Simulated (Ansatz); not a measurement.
**Run report: GaBNH4F, molecular dynamics (part 2 of 2)**

Continued. System: GaBNH4F, SMILES B[NH][GaH][F]. Method: RKS revPBE-d3bj/def2-SVP (Ansatz 0.2.0). The geometry comes from this level: PBE0-D4/def2-TZVP.

Geometry of the input (Å):
```
B  0.4842  1.3295  -0.3363
N  0.1405  0.2796  0.5214
Ga -0.5125  -1.3352  -0.0592
F  -0.8370  -2.4247  1.2794
H  0.3468  1.1731  -1.5197
H  0.9064  2.3616  0.1027
H  0.2556  0.4093  1.5168
H  -0.7841  -1.7932  -1.5050
```

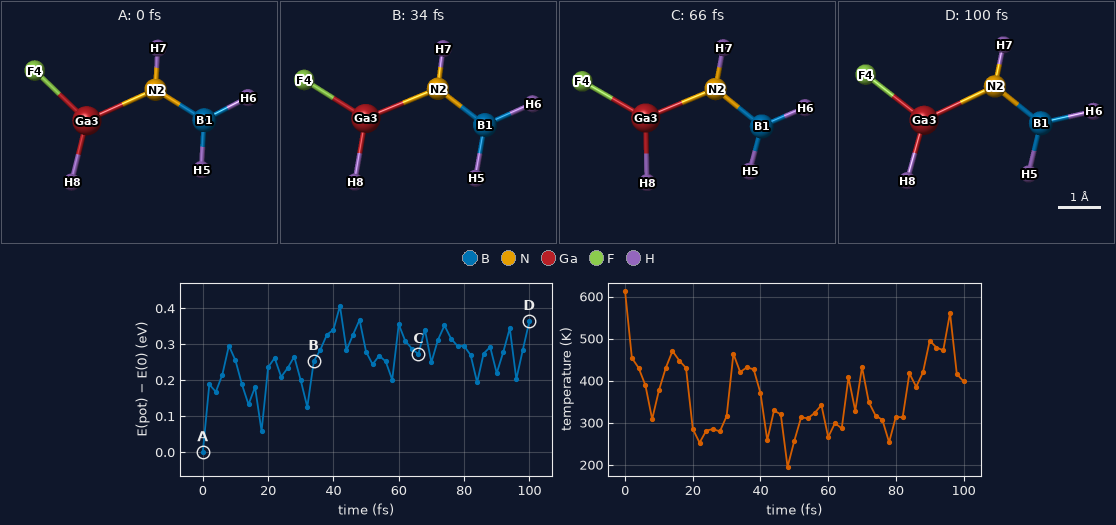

Fig. 1: Frames of the molecular dynamics (ball-and-stick, seen on its broad side) above the curves, on which the letters mark them. The trajectory kept here has 51 frames over 100 fs. The temperature starts at 612 K, ranges from 195 to 612 K and averages 364 K over the second half. The potential energy ends 0.365 eV above its first value. After an unweighted best fit of the last frame on the first, the root-mean-square displacement is 0.24 Å.

```
Total energy: -57312.44953485 eV, -2106.1936726321 hartree
Atom 0 at    -0.107110     1.310531    -0.524289 Å, force     0.356282     0.421187    -0.846976 eV/Å
Atom 1 at    -0.019112     0.329773     0.525924 Å, force    -0.781570     0.463400    -0.689634 eV/Å
Atom 2 at    -0.322518    -1.477325    -0.037060 Å, force     0.098989     0.153632     1.205920 eV/Å
Atom 3 at    -0.639212    -2.699236     1.265564 Å, force     0.079135     0.636754    -0.366577 eV/Å
Atom 4 at    -0.425142     0.859481    -1.701862 Å, force     0.487864     0.493049     1.110795 eV/Å
Atom 5 at     0.200385     2.597849    -0.421753 Å, force    -0.634045    -1.763599     0.177280 eV/Å
Atom 6 at    -0.088359     0.689892     1.493344 Å, force     0.416735    -0.460473    -0.204174 eV/Å
Atom 7 at    -0.157450    -2.108401    -1.427261 Å, force    -0.023389     0.056049    -0.386635 eV/Å
Dipole moment:     0.003281     0.116395    -0.016601 e Å
```

Trajectory as extended XYZ (Å, eV, eV/Å), 12 of the 51 frames kept, from step=0 to step=50:
```
8
Properties=species:S:1:pos:R:3:forces:R:3 step=0 time_fs=0.0 energy=-57312.81404 temperature=612.5
B     0.4842    1.3295   -0.3363    0.0499   0.1617  -0.1754
N     0.1405    0.2796    0.5214   -0.0205  -0.0498  -0.0229
Ga   -0.5125   -1.3352   -0.0592   -0.0678  -0.0962  -0.4604
F    -0.8370   -2.4247    1.2794   -0.1222  -0.4118   0.5137
H     0.3468    1.1731   -1.5197   -0.0501  -0.0498  -0.4716
H     0.9064    2.3616    0.1027    0.1756   0.4282   0.1870
H     0.2556    0.4093    1.5168    0.0736   0.0768   0.6701
H    -0.7841   -1.7932   -1.5050   -0.0384  -0.0593  -0.2406
8
Properties=species:S:1:pos:R:3:forces:R:3 step=5 time_fs=10.0 energy=-57312.55869 temperature=377.3
B     0.4413    1.3592   -0.4611    1.0756  -0.4470  -0.0489
N     0.1384    0.3085    0.4683   -0.0311   0.1531   1.1869
Ga   -0.5071   -1.3448   -0.0310   -0.4079  -0.6179  -0.7605
F    -0.8326   -2.4964    1.3043    0.1222   0.2923  -0.2244
H     0.5686    1.0489   -1.7215   -0.5351   0.4459   1.4097
H     0.8363    2.4522    0.0012   -0.4009  -0.4133  -0.4055
H     0.1738    0.3456    1.5327    0.1011   0.7392  -1.5023
H    -0.8601   -1.6503   -1.5469    0.0759  -0.1522   0.3450
8
Properties=species:S:1:pos:R:3:forces:R:3 step=9 time_fs=18.0 energy=-57312.75551 temperature=430.4
B     0.4548    1.3216   -0.5331   -0.1346   0.0258  -0.1642
N     0.1606    0.3137    0.4239    0.0175   0.8211   0.6045
Ga   -0.5017   -1.3597   -0.0166   -0.1241  -0.6192   0.4285
F    -0.8391   -2.5666    1.2926    0.1845   0.6684  -0.4743
H     0.4751    1.0154   -1.7129    0.0153  -0.0075  -0.0611
H     0.6414    2.4914   -0.1960    0.0612  -0.3049   0.0398
H     0.1315    0.6689    1.3926    0.0338  -0.3812  -0.0978
H    -0.7952   -1.7134   -1.4864   -0.0536  -0.2025  -0.2755
8
Properties=species:S:1:pos:R:3:forces:R:3 step=14 time_fs=28.0 energy=-57312.54798 temperature=279.5
B     0.4241    1.2883   -0.6067   -0.4178   0.5087   0.5432
N     0.1632    0.3657    0.3927   -0.6615  -0.4914   1.9936
Ga   -0.4871   -1.3702    0.0048    0.3298  -0.0626  -0.7558
F    -0.8417   -2.5973    1.2481    0.0150   0.3333   0.1149
H     0.3925    0.9258   -1.6846    0.2117  -0.6468  -2.1952
H     0.4949    2.4388   -0.3496    0.3549   0.8981   0.2587
H     0.0545    0.8065    1.3355    0.1617  -0.7424  -0.4854
H    -0.6221   -1.8697   -1.5164    0.0061   0.2032   0.5261
8
Properties=species:S:1:pos:R:3:forces:R:3 step=18 time_fs=36.0 energy=-57312.52918 temperature=432.0
B     0.3762    1.3262   -0.6951    0.1225  -0.1358   0.6538
N     0.1264    0.4025    0.4117   -0.1309   0.1449  -0.8635
Ga   -0.4658   -1.3641    0.0240    0.6012   0.6058  -0.3458
F    -0.8719   -2.6093    1.2035   -0.1282   0.0168   0.6532
H     0.3832    0.8524   -1.9033   -0.1156   0.6043   1.3437
H     0.6193    2.5660   -0.3929   -0.2205  -1.3621  -0.5040
H     0.1684    0.7070    1.3983   -0.0454   0.1414  -0.4402
H    -0.4496   -1.9420   -1.3988   -0.0831  -0.0154  -0.4971
8
Properties=species:S:1:pos:R:3:forces:R:3 step=23 time_fs=46.0 energy=-57312.48723 temperature=320.0
B     0.2966    1.3107   -0.7112    0.5117  -0.0518  -1.1262
N     0.0625    0.4201    0.3830    0.4455   0.5098   0.9434
Ga   -0.4351   -1.3730    0.0421    0.4883  -0.0394  -1.2329
F    -0.8978   -2.6460    1.1728   -0.1214   0.1008   0.7009
H     0.2833    0.9143   -1.9442   -0.3443   0.0864   1.3517
H     0.6515    2.5024   -0.6014   -0.2333  -0.5667   0.3853
H     0.3054    0.7685    1.3614   -0.6488  -0.4749  -1.3463
H    -0.3261   -2.0468   -1.4104   -0.0976   0.4358   0.3241
8
Properties=species:S:1:pos:R:3:forces:R:3 step=27 time_fs=54.0 energy=-57312.54548 temperature=310.9
B     0.2796    1.2789   -0.6986   -0.7248  -0.6673   0.1177
N     0.0490    0.4119    0.3735    0.2066  -0.1173   1.8693
Ga   -0.4177   -1.3825    0.0438    0.0323  -0.0040  -0.2899
F    -0.8793   -2.6743    1.1840    0.0876   0.4122   0.3207
H     0.0136    0.8918   -1.7639   -0.0376  -0.6006  -1.3999
H     0.5446    2.3957   -0.5822    0.6108   1.5560   0.4683
H     0.1947    0.8097    1.3342   -0.1686  -0.5610  -0.7619
H    -0.4066   -1.9136   -1.4082   -0.0062  -0.0180  -0.3242
8
Properties=species:S:1:pos:R:3:forces:R:3 step=32 time_fs=64.0 energy=-57312.52561 temperature=286.8
B     0.1863    1.2714   -0.7208    0.2286   0.1559   1.9230
N     0.0070    0.3735    0.3939    0.3895   1.1802   1.5694
Ga   -0.3918   -1.3975    0.0441   -0.6133  -0.5212  -1.0525
F    -0.8382   -2.6821    1.2034    0.2419   0.3678   0.0496
H    -0.1146    0.7780   -1.7634    0.1177   0.2069  -0.8049
H     0.6144    2.4232   -0.4320   -0.4078  -0.6970  -0.5781
H     0.1433    0.7274    1.3944   -0.0583  -0.4711  -1.5861
H    -0.5524   -1.6643   -1.5282    0.1017  -0.2215   0.4797
8
Properties=species:S:1:pos:R:3:forces:R:3 step=36 time_fs=72.0 energy=-57312.50183 temperature=349.1
B     0.0836    1.2543   -0.6799    0.8232  -0.1962  -1.2371
N    -0.0512    0.3427    0.4062    0.8715   1.6646   1.1986
Ga   -0.3682   -1.4160    0.0227   -0.8773  -0.8158  -0.2242
F    -0.8227   -2.6730    1.2111    0.3275   0.3250   0.0540
H    -0.1535    0.8535   -1.8861   -0.0203   0.4102   1.2839
H     0.6694    2.3531   -0.5357   -0.6527  -0.4399   0.0906
H     0.3058    0.7279    1.3224   -0.5672  -0.6403  -0.8544
H    -0.6207   -1.7103   -1.4701    0.0952  -0.3076  -0.3115
8
Properties=species:S:1:pos:R:3:forces:R:3 step=41 time_fs=82.0 energy=-57312.54358 temperature=312.9
B     0.0366    1.2542   -0.6589   -0.5633  -1.1262   0.0415
N    -0.0914    0.3645    0.4364    0.9382  -0.5388   0.2152
Ga   -0.3492   -1.4388   -0.0008   -0.6616  -0.3671  -0.3823
F    -0.7717   -2.6778    1.2209    0.2592   0.3353   0.0934
H    -0.2993    0.9350   -1.7663   -0.2886  -0.4102  -0.3434
H     0.4276    2.3266   -0.5525    0.7711   1.7627   0.4677
H     0.4392    0.5466    1.3062   -0.5781   0.2973  -0.1566
H    -0.5087   -1.9553   -1.4766    0.1231   0.0472   0.0644
8
Properties=species:S:1:pos:R:3:forces:R:3 step=45 time_fs=90.0 energy=-57312.59426 temperature=495.1
B     0.0089    1.2833   -0.6300   -0.5859   0.6085   1.1313
N    -0.0756    0.3747    0.4725    0.6365  -0.5478   0.3458
Ga   -0.3414   -1.4597   -0.0183   -0.1824  -0.0383   0.1293
F    -0.7141   -2.6976    1.2396    0.1751   0.5519  -0.1015
H    -0.4874    0.8416   -1.6395    0.2773   0.0329  -0.5563
H     0.3142    2.5005   -0.4928   -0.0110  -0.9115  -0.0926
H     0.2416    0.5864    1.4530   -0.3236  -0.0010  -1.0303
H    -0.3153   -2.1229   -1.4548    0.0140   0.3054   0.1744
8
Properties=species:S:1:pos:R:3:forces:R:3 step=50 time_fs=100.0 energy=-57312.44948 temperature=398.3
B    -0.1071    1.3105   -0.5243    0.3563   0.4212  -0.8470
N    -0.0191    0.3298    0.5259   -0.7816   0.4634  -0.6896
Ga   -0.3225   -1.4773   -0.0371    0.0990   0.1536   1.2059
F    -0.6392   -2.6992    1.2656    0.0791   0.6368  -0.3666
H    -0.4251    0.8595   -1.7019    0.4879   0.4930   1.1108
H     0.2004    2.5978   -0.4218   -0.6340  -1.7636   0.1773
H    -0.0884    0.6899    1.4933    0.4167  -0.4605  -0.2042
H    -0.1575   -2.1084   -1.4273   -0.0234   0.0560  -0.3866
```

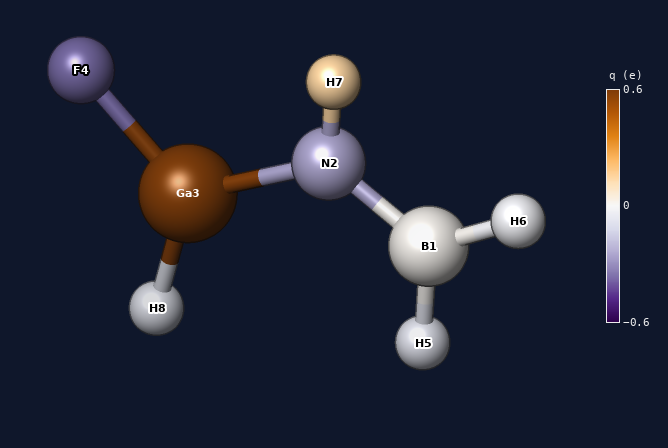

Fig. 2: Mulliken charges, as the colour of each atom (ball-and-stick view, seen at a tilt; atoms are numbered from 1 in the order of the input). By element: B +0.01, N −0.25, Ga +0.57, F −0.36 and H −0.06 to +0.15 e.
